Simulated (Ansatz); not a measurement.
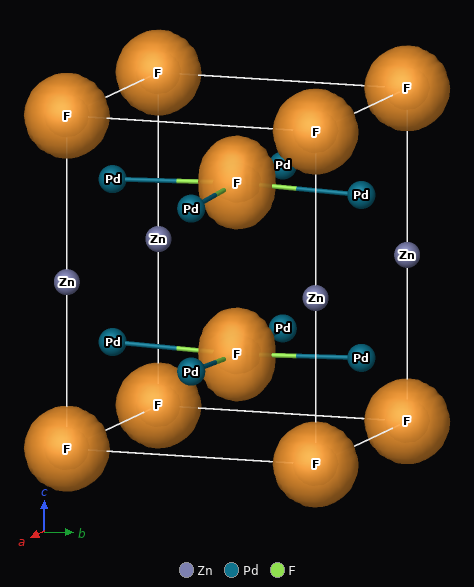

*ZnPd4F3. Isosurface of the ELF at 0.75 (orange), seen slightly off an axis. Only the valence region is drawn (cores and ρ < 0.01 e/Å³ removed). Sticks mark near contacts.*

Space group P4/mmm; a structure from a database of computed crystals, not necessarily the ambient phase; a generated structure, not necessarily the stable one; computed without spin polarisation.

Theory: DFT PBE, scalar-relativistic, plane waves, PAW (Ansatz).

In a PAW calculation such maps are meaningful between the atoms, not at the nuclei.

> Where are the electrons localised?

At this value the surface marks out three regions wrapped around F (the valence shell of each), counted in one cell of 8 atoms. Any copies at cell faces, edges or corners count once.

Values along the shortest contacts:
Pd–F (2.24 Å): the ELF is about 0.10 at the midpoint; no shared electron pair shows on this line. Zn–Pd (2.63 Å): the ELF is about 0.25 at the midpoint; no shared electron pair shows on this line.
